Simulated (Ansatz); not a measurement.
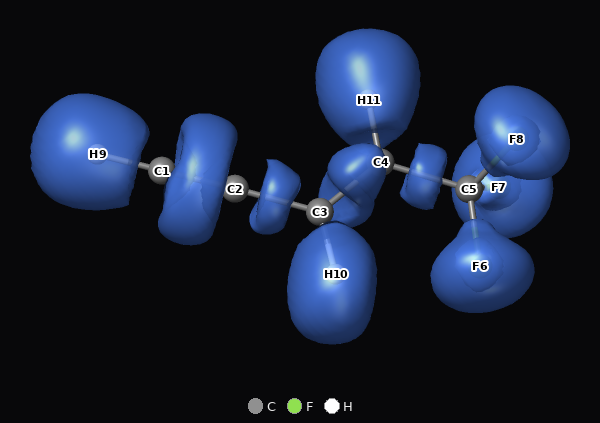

*C5H3F3 (SMILES C#C/C=C/C(F)(F)F). Isosurface of the ELF at 0.75 (blue), seen at a tilt. Core shells and regions of very low density are left out.*

Geometry: PBE0-D3(BJ)/def2-SVP.

These are results of isolated molecule in a Gaussian basis; Kohn-Sham density functional theory, functional PBE0 in Ansatz 0.2.0, not measurements.

The calculation's input:

```
crystal:
  periodic: [false, false, false]
  atoms:
    - {symbol: C, position_ang: [-1.329035, 2.026337, 2.059834]}
    - {symbol: C, position_ang: [-0.971399, 1.120427, 1.336454]}
    - {symbol: C, position_ang: [-0.531894, 0.047815, 0.516754]}
    - {symbol: C, position_ang: [-0.936791, -0.149348, -0.744922]}
    - {symbol: C, position_ang: [-0.450653, -1.290661, -1.574831]}
    - {symbol: F, position_ang: [0.414154, -2.068353, -0.920877]}
    - {symbol: F, position_ang: [-1.470122, -2.061303, -1.969474]}
    - {symbol: F, position_ang: [0.157507, -0.850184, -2.681656]}
    - {symbol: H, position_ang: [-1.649431, 2.831057, 2.696150]}
    - {symbol: H, position_ang: [0.183865, -0.654034, 0.959843]}
    - {symbol: H, position_ang: [-1.648318, 0.516696, -1.239077]}
basis:
  gaussian:
    orbitals: def2-SVPD
hamiltonian:
  xc: pbe0
output: {forces: true, orbitals: {seedname: orbitals}}
```

Run with:

```sh
ansatz run input.yaml --threads 2 --pin off --max-ram 5220MiB --events-out events.jsonl --progress --plain --runs-dir runs
```

**Identify the bonds, lone pairs and shells in this picture.**

The surface consists of four regions between bonded C–C atoms (shared pairs), three regions around hydrogen nuclei and three regions on F in which the atom's valence shell and bonds are merged. Profiles from the grid: C–C (1.21 Å): the ELF peaks at about 0.85 between the atoms: a multiple bond. C–F (1.33 Å): the ELF peaks at about 0.85 between the atoms: a polar covalent bond.
